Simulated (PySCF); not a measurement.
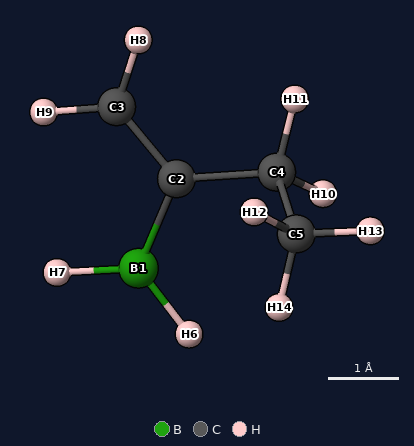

The structure (ball-and-stick view, seen at a tilt; atoms are numbered from 1 in the order of the input). Bond lengths as drawn: B–C 1.55 Å, B–H 1.21 Å, C–C 1.35 to 1.53 Å and C–H 1.09 to 1.10 Å.

# C₄H₉B: one change and its effect

System: C₄H₉B, SMILES BC(=C)CC.
Method of run A: TDDFT PBE0/def2-SVP, vertical, gas phase, core orbitals frozen in the response (PySCF 2.14.0).

The geometry comes from this level: PBE0-D3(BJ)/def2-SVP. Text and figures count atoms from 1; the logs count them from 0 in places.

## The input, run A
```
{"job": {"kind": "uv", "xc": "PBE0", "basis": "def2-SVP"}, "charge": 0, "multiplicity": 1}
B      0.575320     1.660828    -0.262488
C      0.624832     0.176015     0.169693
C      1.429721    -0.147261     1.204186
C     -0.195617    -0.872686    -0.540446
C     -1.687749    -0.731838    -0.256433
H     -0.078743     2.015762    -1.218937
H      1.213398     2.485488     0.352248
H      1.543749    -1.180207     1.558343
H      2.009638     0.617746     1.729611
H     -0.028482    -0.782552    -1.626990
H      0.145070    -1.882471    -0.254755
H     -1.900725    -0.871410     0.814885
H     -2.274440    -1.473071    -0.819894
H     -2.052644     0.268475    -0.539599
```

The first line tells a small driver script what to run in PySCF; the rest is the geometry in Å.

Command:
```bash
OMP_NUM_THREADS=1 python <driver script> task.json out
```

Hardware: 1 CPU thread, shared host.

## Output (run A)
```
coarse grid: 11016 points
cycle   1  E = -182.2209904166  dE =  1.587e-01  |g| = 3.099e-01  |ddm| = 3.555e+00
cycle   2  E = -182.2141063594  dE =  6.884e-03  |g| = 3.598e-01  |ddm| = 7.801e-01
cycle   3  E = -182.2494824935  dE = -3.538e-02  |g| = 7.370e-02  |ddm| = 4.498e-01
cycle   4  E = -182.2506576356  dE = -1.175e-03  |g| = 3.073e-02  |ddm| = 8.712e-02
cycle   5  E = -182.2509108194  dE = -2.532e-04  |g| = 5.721e-03  |ddm| = 3.260e-02
cycle   6  E = -182.2509216249  dE = -1.081e-05  |g| = 1.030e-03  |ddm| = 8.305e-03
cycle   7  E = -182.2509219133  dE = -2.884e-07  |g| = 2.518e-04  |ddm| = 1.334e-03
final grid: 104392 points
cycle   8  E = -182.2803712402  dE = -2.383e-05  |g| = 6.514e-03  |ddm| = 2.183e-02
cycle   9  E = -182.2803686859  dE =  2.554e-06  |g| = 7.267e-03  |ddm| = 1.473e-02
cycle  10  E = -182.2803834468  dE = -1.476e-05  |g| = 5.765e-04  |ddm| = 7.947e-03
cycle  11  E = -182.2803835242  dE = -7.738e-08  |g| = 2.123e-04  |ddm| = 6.984e-04
cycle  12  E = -182.2803835350  dE = -1.082e-08  |g| = 6.845e-05  |ddm| = 2.457e-04
cycle  13  E = -182.2803835365  dE = -1.462e-09  |g| = 1.077e-05  |ddm| = 9.052e-05
cycle  14  E = -182.2803835365  dE = -3.132e-11  |g| = 3.347e-06  |ddm| = 1.489e-05
converged SCF energy = -182.2803835365

Static polarisability (au): isotropic 58.319, principal 40.675 62.321 71.960

Singlet excitations
state   eV       nm        f      main configurations
  1   5.1740    239.6   0.00149   H-1->L 0.96
  2   5.3294    232.6   0.00062   H-2->L 0.96
  3   5.5143    224.8   0.18392   H->L 0.95
  4   6.3043    196.7   0.00408   H-3->L 0.94
  5   7.1818    172.6   0.00513   H-4->L 0.89
  6   7.5287    164.7   0.02232   H-5->L 0.87
  7   8.1834    151.5   0.01326   H-1->L+1 0.81
  8   8.2936    149.5   0.23562   H->L+1 0.79
  9   8.4845    146.1   0.01688   H-6->L 0.65, H-1->L+1 0.09
 10   8.6962    142.6   0.00211   H-2->L+1 0.77, H-6->L 0.12

Triplet excitations (Tamm-Dancoff, eV): 3.3133 4.6323 4.7731 6.1137
```

For run B the input was changed thus:
```diff
-"basis": "def2-SVP"
+"basis": "def2-TZVPD"
```

What does this change do to the results?

The total energy of run B is 121.8 kcal/mol lower, which measures the change of basis and not a stability. The LUMO goes from −1.89 to −1.98 eV. The lowest excitation goes from 5.17 to 5.12 eV. The strongest computed line goes from 8.29 to 5.39 eV. The number of SCF iterations is the same. The basis functions go from 115 to 266.

## Output (run B)
```
coarse grid: 11016 points
cycle   1  E = -182.4487899535  dE =  1.856e-01  |g| = 3.581e-01  |ddm| = 4.032e+00
cycle   2  E = -182.4368836649  dE =  1.191e-02  |g| = 4.208e-01  |ddm| = 1.694e+00
cycle   3  E = -182.4839794036  dE = -4.710e-02  |g| = 8.204e-02  |ddm| = 6.070e-01
cycle   4  E = -182.4852887898  dE = -1.309e-03  |g| = 3.913e-02  |ddm| = 9.342e-02
cycle   5  E = -182.4856708423  dE = -3.821e-04  |g| = 7.460e-03  |ddm| = 4.607e-02
cycle   6  E = -182.4856881534  dE = -1.731e-05  |g| = 1.406e-03  |ddm| = 1.597e-02
cycle   7  E = -182.4856886541  dE = -5.006e-07  |g| = 3.866e-04  |ddm| = 3.042e-03
final grid: 104392 points
cycle   8  E = -182.4744116226  dE = -5.751e-05  |g| = 6.901e-03  |ddm| = 3.052e-01
cycle   9  E = -182.4744084917  dE =  3.131e-06  |g| = 7.621e-03  |ddm| = 2.518e-02
cycle  10  E = -182.4744238340  dE = -1.534e-05  |g| = 6.926e-04  |ddm| = 9.968e-03
cycle  11  E = -182.4744239343  dE = -1.003e-07  |g| = 3.081e-04  |ddm| = 1.235e-03
cycle  12  E = -182.4744239539  dE = -1.966e-08  |g| = 1.179e-04  |ddm| = 4.247e-04
cycle  13  E = -182.4744239579  dE = -3.983e-09  |g| = 1.824e-05  |ddm| = 1.990e-04
cycle  14  E = -182.4744239580  dE = -9.027e-11  |g| = 5.149e-06  |ddm| = 4.663e-05
converged SCF energy = -182.4744239580

Static polarisability (au): isotropic 67.475, principal 52.664 70.611 79.149

Singlet excitations
state   eV       nm        f      main configurations
  1   5.1207    242.1   0.00241   H-1->L 0.96
  2   5.3185    233.1   0.00288   H-2->L 0.95
  3   5.3855    230.2   0.17853   H->L 0.95
  4   6.2476    198.5   0.00335   H-3->L 0.94
  5   7.1388    173.7   0.00529   H-4->L 0.82
  6   7.1827    172.6   0.06261   H->L+1 0.86
  7   7.4540    166.3   0.02602   H-5->L 0.81
  8   7.7603    159.8   0.14723   H->L+2 0.78
  9   7.8529    157.9   0.01694   H-1->L+2 0.46, H-1->L+1 0.41
 10   7.9158    156.6   0.00205   H->L+4 0.46, H->L+3 0.41

Triplet excitations (Tamm-Dancoff, eV): 3.3083 4.5865 4.7586 6.0558
```

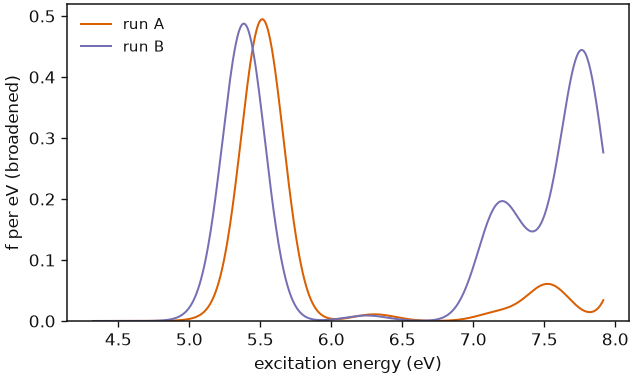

Absorption of the two runs from their computed states, each broadened by a Gaussian of 0.35 eV full width; the range ends where the shorter list of states ends.

## The two runs side by side

| quantity | run A | run B |
| --- | --- | --- |
| outcome | converged | converged |
| total energy (hartree) | −182.280384 | −182.474424 |
| HOMO (eV) | −7.89 | −7.92 |
| LUMO (eV) | −1.89 | −1.98 |
| dipole moment (D) | 1.20 | 1.20 |
| lowest excitation (eV) | 5.17 | 5.12 |
| SCF iterations | 14 | 14 |
| strongest computed line (eV) | 8.29 | 5.39 |
| basis functions | 115 | 266 |
| wall time (shared host) | 8.4 s | 29 s |
